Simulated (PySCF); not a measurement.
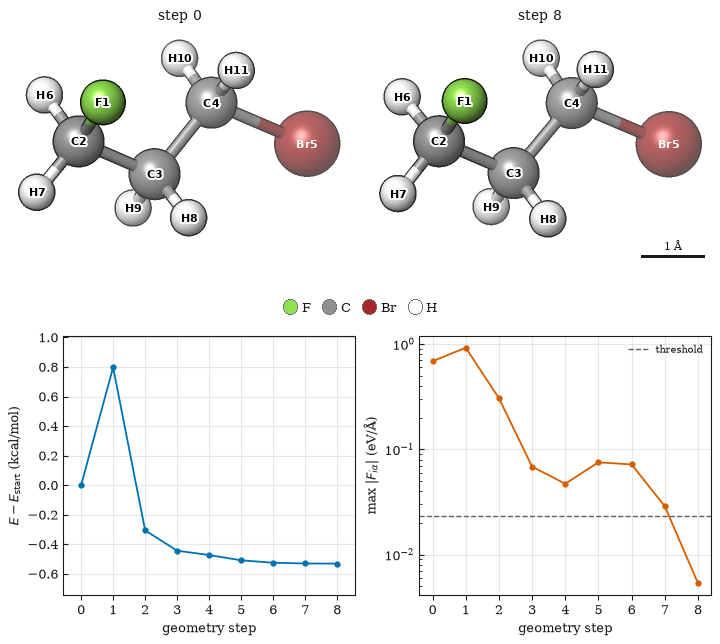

First and last geometry of a relaxation of BrCH$_{2}$CH$_{2}$CH$_{2}$F, with the history of the run. Style: ball-and-stick. Shown at a tilt.

The start comes from GFN2-xTB.

Level of theory: PBE0-D3(BJ)/def2-SVP geometry optimisation, gas phase in PySCF. 

What do the curves and the structures tell?

It converged. The atom that moves furthest after the best rigid fit is Br5 (0.053 Å). By element the largest moves are Br 0.053 Å, H 0.048 Å, F 0.035 Å, C 0.024 Å. Among the contacts that change: C2–C3 1.523 → 1.513 Å, C2–H6 1.095 → 1.105 Å, C4–Br5 1.951 → 1.942 Å, C2–H7 1.094 → 1.103 Å. After 8 geometry steps the energy has fallen by 0.53 kcal/mol. Largest force component: 0.69 eV/Å at the start, 0.0053 eV/Å at the end.
